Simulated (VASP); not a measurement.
Band structure of TaSi2 (space group P6_422). Method: r2SCAN meta-GGA, VASP's PBE PAW potentials (set 64) (plane waves; VASP).

Unless said otherwise, spin-orbit coupling is left out, though it shifts the bands of the heavy elements here.

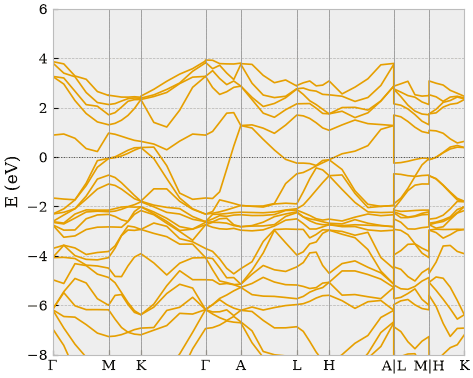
Figure. Bands along high-symmetry lines, zero at the valence-band maximum or, without a gap, the Fermi level

Problem. Read the plot: is there a gap, and where are the band edges?

Solution. It has no gap at this level: it comes out as a metal or semimetal.

The structure comes from a computed database's TaSi2 entry (P6_422); how it stands against other phases isn't given here. It was relaxed first. The electron count is odd and the run is not spin-polarised, which forces a metal.
